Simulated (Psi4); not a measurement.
# SiNH4O (SMILES [O]N[SiH3]) at 3 levels

We compute a comparison of 3 runs (UHF/3-21G, UHCTH/120/def2-TZVPD, UMP2/may-cc-pVTZ) of SiNH4O. 

The results are computed with Psi4 1.11.

**1. The system as given**

The species is SiNH4O (7 atoms), meant as a doublet with charge 0. SMILES: `[O]N[SiH3]`. Geometry: relaxed at GFN2-xTB.

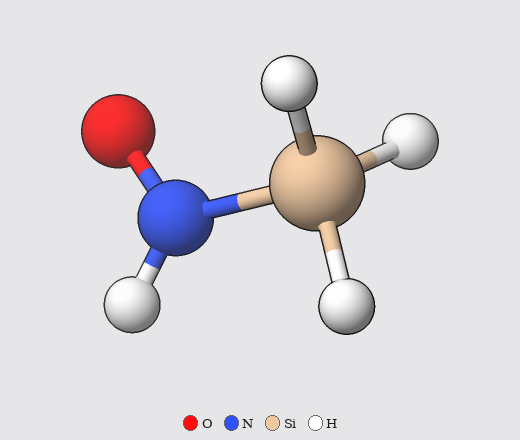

The structure, seen from a chosen angle (oxygen red, nitrogen blue, silicon light orange, hydrogen white).

**2. Energy and gradient at UHF/3-21G (run 1)**

File h4nosi.xyz:

```xyz
7
H4NOSi
O     -0.319550    -1.681360     0.963970
N     -0.466220    -0.878510    -0.025620
Si     0.335030     0.684380    -0.030540
H     -1.070320    -1.232130    -0.770820
H     -0.101510     1.229980    -1.314450
H     -0.150000     1.433580     1.125080
H      1.772560     0.444060     0.052370
```

File job.py:

```python
import psi4

psi4.set_memory('1600 MB')
psi4.set_num_threads(1)
psi4.core.set_output_file('run.log', False)

with open('h4nosi.xyz') as f:
    atoms = ''.join(f.readlines()[2:])
m = psi4.geometry('0 2\n' + atoms + 'symmetry c1\nno_reorient\nno_com')

options = {'basis': '3-21G', 'reference': 'uhf', 'puream': True, 'e_convergence': 1e-09, 'd_convergence': 1e-08, 'scf_type': 'pk', 'maxiter': 200}
psi4.set_options(options)

energy_value, wavefunction = psi4.gradient('scf', return_wfn=True)
psi4.oeprop(wavefunction, 'MAYER_INDICES', 'MULLIKEN_CHARGES', 'DIPOLE', title='SCF')
print('gradient / Eh bohr^-1')
print(energy_value.np.round(6))
print(f'energy = {wavefunction.energy():.10f} Eh')
for k, v in sorted(psi4.core.scalar_variables().items()):
    print(f'{k:45s} {v:18.10f}')
```

The run is started by

```
$ python job.py
```

run.log:

```text
[...]
  Running in c1 symmetry.
[...]
  Nuclear repulsion =  108.348355561687896
[...]
  Multiplicity = 2
[...]
  Nalpha       = 17
  Nbeta        = 16
[...]
    Number of basis functions: 39
[...]
   @UHF iter   1:  -418.14380395620037   -7.33523e-01   8.49460e-03 ADIIS/DIIS
[...]
   @UHF iter  16:  -418.23299190996249   -6.25278e-13   7.63710e-09 DIIS
[...]
   @S^2 Observed:                7.558087699E-01
[...]
  @UHF Final Energy:  -418.23299190996249
   => Energetics <=
    Nuclear Repulsion Energy =            108.3483555616878959
    One-Electron Energy =                -793.4689749339045193
    Two-Electron Energy =                 266.8876274622541587
    Total Energy =                       -418.2329919099624931
  UHF NO Occupations:
  HONO-2 :   15  A 1.9991653
  HONO-1 :   16  A 1.9985151
[...]
  -Total Gradient:
     Atom            X                  Y                   Z
    ------   -----------------  -----------------  -----------------
       1       -0.010676698224     0.049744998793    -0.064182122763
       2        0.028050244455    -0.027343900620     0.074564493993
       3        0.002289354435     0.007662475295    -0.003281557127
       4       -0.009238944568    -0.006622610586    -0.010263695773
       5       -0.001218563871    -0.009440709301     0.006533300082
       6       -0.000243077925    -0.009249450567    -0.004111971689
       7       -0.008962314301    -0.004750803012     0.000741553277
[...]
 Multipole Moments:
 ------------------------------------------------------------------------------------
     Multipole            Electronic (a.u.)      Nuclear  (a.u.)        Total (a.u.)
 ------------------------------------------------------------------------------------
 L = 1.  Multiply by 2.5417464519 to convert [e a0] to [Debye]
 Dipole X            :          1.1963230           -1.2827272           -0.0864042
 Dipole Y            :         16.0698672          -15.3892493            0.6806180
 Dipole Z            :        -12.4837538           11.7107084           -0.7730455
 Magnitude           :                                                    1.0335888
[...]
```

Standard output:

```text
gradient / Eh bohr^-1
[[-0.010677  0.049745 -0.064182]
 [ 0.02805  -0.027344  0.074564]
 [ 0.002289  0.007662 -0.003282]
 [-0.009239 -0.006623 -0.010264]
 [-0.001219 -0.009441  0.006533]
 [-0.000243 -0.009249 -0.004112]
 [-0.008962 -0.004751  0.000742]]
energy = -418.2329919100 Eh
CURRENT ENERGY                                   -418.2329919100
CURRENT REFERENCE ENERGY                         -418.2329919100
DD SOLVATION ENERGY                                 0.0000000000
HF KINETIC ENERGY                                 417.8337262876
HF POTENTIAL ENERGY                              -836.0667181976
HF TOTAL ENERGY                                  -418.2329919100
HF VIRIAL RATIO                                     2.0009555610
NUCLEAR REPULSION ENERGY                          108.3483555617
ONE-ELECTRON ENERGY                              -793.4689749339
PCM POLARIZATION ENERGY                             0.0000000000
PE ENERGY                                           0.0000000000
SCF ITERATION ENERGY                             -418.2329919100
SCF ITERATIONS                                     16.0000000000
SCF TOTAL ENERGY                                 -418.2329919100
TWO-ELECTRON ENERGY                               266.8876274623
```

Wall time 3 s (1 thread of Intel Xeon Platinum 8259CL at 2.50GHz (Skylake/Cascade Lake), shared host); peak memory 0.18 GiB.

**3. A single-point energy at UHCTH/120/def2-TZVPD (density fitting) (run 2)**

h4nosi.xyz is that of step 2.

File run.py:

```python
import numpy as np
from ase.calculators.psi4 import Psi4
from ase.io import read

atoms = read('h4nosi.xyz')
calc = Psi4(atoms=atoms, method='hcth120', basis='def2-TZVPD', memory='1600MB', num_threads=1, charge=0, multiplicity=2, label='h4nosi', reference='uks')
calc.psi4.set_options({'scf_type': 'df'})
atoms.calc = calc

print(f'energy: {atoms.get_potential_energy():.6f} eV')
```

The run is started by

```
$ python run.py
```

h4nosi.dat:

```text
[...]
  Running in c1 symmetry.
[...]
  Nuclear repulsion =  108.348355561687896
[...]
  Multiplicity = 2
[...]
  Nalpha       = 17
  Nbeta        = 16
[...]
    Number of basis functions: 156
[...]
   @DF-UKS iter   1:  -421.68009072717422   -2.09083e-01   4.57248e-03 ADIIS/DIIS
[...]
   @DF-UKS iter   9:  -421.89119189254694   -1.60405e-07   9.56233e-07 DIIS
[...]
   @S^2 Observed:                7.537323845E-01
[...]
    Orbital Energies [Eh]
    ---------------------
    Alpha Occupied:
       1A    -65.388273     2A    -18.773143     3A    -14.076951
       4A     -5.123053     5A     -3.532798     6A     -3.529936
       7A     -3.529509     8A     -1.025743     9A     -0.712551
      10A     -0.538624    11A     -0.460031    12A     -0.410541
      13A     -0.407782    14A     -0.339115    15A     -0.330844
      16A     -0.232581    17A     -0.189397
    Alpha Virtual:
      18A     -0.043648    19A     -0.009785    20A      0.003455
      21A      0.009159    22A      0.013521    23A      0.034804
      24A      0.054817    25A      0.056334    26A      0.070431
[...]
  @DF-UKS Final Energy:  -421.89119189254694
   => Energetics <=
    Nuclear Repulsion Energy =            108.3483555616878959
    One-Electron Energy =                -797.0730378629459665
    Two-Electron Energy =                 304.7976701638114037
    DFT Exchange-Correlation Energy =     -37.9641797551002540
    Empirical Dispersion Energy =           0.0000000000000000
    VV10 Nonlocal Energy =                  0.0000000000000000
    Total Energy =                       -421.8911918925469422
[...]
 Multipole Moments:
 ------------------------------------------------------------------------------------
     Multipole            Electronic (a.u.)      Nuclear  (a.u.)        Total (a.u.)
 ------------------------------------------------------------------------------------
 L = 1.  Multiply by 2.5417464519 to convert [e a0] to [Debye]
 Dipole X            :         -0.6179172            0.5399628           -0.0779543
 Dipole Y            :         -2.1485743            2.8726710            0.7240968
 Dipole Z            :          0.8588732           -1.6558487           -0.7969755
 Magnitude           :                                                    1.0796124
[...]
```

On the terminal:

```text
energy: -11480.244083 eV
```

It took 19 s on 1 thread of Intel Xeon Platinum 8259CL at 2.50GHz (Skylake/Cascade Lake), shared host; peak memory 0.89 GiB.

**4. A single-point energy at UMP2/may-cc-pVTZ (sfX2C, density fitting, density fitting for correlation) (run 3)**

h4nosi.xyz is that of step 3.

File h4nosi.py:

```python
import psi4

psi4.set_memory('1600 MB')
psi4.set_num_threads(1)
psi4.core.set_output_file('run.log', False)

with open('h4nosi.xyz') as f:
    atoms = ''.join(f.readlines()[2:])
molecule = psi4.geometry('0 2\n' + atoms + '')

psi4.set_options({
    'basis': 'may-cc-pVTZ',
    'reference': 'uhf',
    'scf_type': 'df',
    'freeze_core': True,
    'mp2_type': 'df',
    'print': 2,
    'relativistic': 'x2c',
})

e = psi4.energy('mp2', molecule=molecule)
print(f'mp2 energy: {e:.10f} Eh')
```

The run is started by

```
$ python h4nosi.py
```

run.log:

```text
[...]
  Running in c1 symmetry.
[...]
  Nuclear repulsion =  108.348355561687896
[...]
  Multiplicity = 2
[...]
  Nalpha       = 17
  Nbeta        = 16
[...]
    WARNING: The X2C and Dirac Hamiltonians have substatially different eigenvalues!
             This is probably caused by the recontraction of the basis set.
[...]
   @DF-UHF iter   1:  -421.08769354593653   -7.10597e-01   2.41046e-03 ADIIS/DIIS
[...]
   @DF-UHF iter  16:  -421.19524686409989   -4.43379e-12   6.06436e-09 DIIS
[...]
   @S^2 Observed:                7.672752171E-01
[...]
    Orbital Energies [Eh]
    ---------------------
    Alpha Occupied:
       1A    -68.979111     2A    -20.630009     3A    -15.635305
       4A     -6.174431     5A     -4.258125     6A     -4.257607
       7A     -4.257406     8A     -1.472373     9A     -1.058305
      10A     -0.777214    11A     -0.695325    12A     -0.694424
      13A     -0.622630    14A     -0.513901    15A     -0.509869
      16A     -0.468854    17A     -0.400119
    Alpha Virtual:
      18A      0.045297    19A      0.052053    20A      0.058752
      21A      0.067044    22A      0.119771    23A      0.123295
      24A      0.156123    25A      0.158993    26A      0.171913
[...]
  @DF-UHF Final Energy:  -421.19524686409989
   => Energetics <=
    Nuclear Repulsion Energy =            108.3483555616878959
    One-Electron Energy =                -797.1860907653484674
    Two-Electron Energy =                 267.6424883395607139
    Total Energy =                       -421.1952468640998859
  UHF NO Occupations:
  HONO-2 :   15  A 1.9984707
  HONO-1 :   16  A 1.9941456
[...]
 Multipole Moments:
 ------------------------------------------------------------------------------------
     Multipole            Electronic (a.u.)      Nuclear  (a.u.)        Total (a.u.)
 ------------------------------------------------------------------------------------
 L = 1.  Multiply by 2.5417464519 to convert [e a0] to [Debye]
 Dipole X            :         -0.6192429            0.5399628           -0.0792801
 Dipole Y            :         -2.2007870            2.8726710            0.6718840
 Dipole Z            :          0.9038273           -1.6558487           -0.7520214
 Magnitude           :                                                    1.0115580
[...]
```

On the terminal:

```text
mp2 energy: -421.7394513326 Eh
```

Wall time 6 s (1 thread of Intel Xeon Platinum 8259CL at 2.50GHz (Skylake/Cascade Lake), shared host); peak memory 0.37 GiB.

**5. All runs side by side**

| run | level | task | integrals | energy (Eh) | dipole moment (D) | HOMO energy (eV) | LUMO energy (eV) | wall time |
| --- | --- | --- | --- | --- | --- | --- | --- | --- |
| 1 | UHF/3-21G | gradient | pk | -418.232992 | 2.63 | -10.38 | 3.97 | 3 s |
| 2 | UHCTH/120/def2-TZVPD (density fitting) | energy | df | -421.891192 | 2.74 | -5.15 | -3.50 | 19 s |
| 3 | UMP2/may-cc-pVTZ (sfX2C, density fitting, density fitting for correlation) | energy | df | -421.739451 | – | -10.89 | 1.23 | 6 s |

**6. Results**

| quantity | value |
| --- | --- |
| run 3: total energy | -421.73945 Eh |
| run 3: HOMO energy (Hartree–Fock orbitals) (highest over α and β) | -10.89 eV |
| run 3: LUMO energy (Hartree–Fock orbitals) (lowest over α and β) | 1.23 eV |
| run 3: correlation energy (7 core orbitals frozen) | -544.2 mEh |
| run 3: ⟨S²⟩ of the reference determinant | 0.767 |

In words: Some runs of one species differ in core potentials or relativity; totals across that change don't compare. All runs together took 28 s, the longest 19 s.
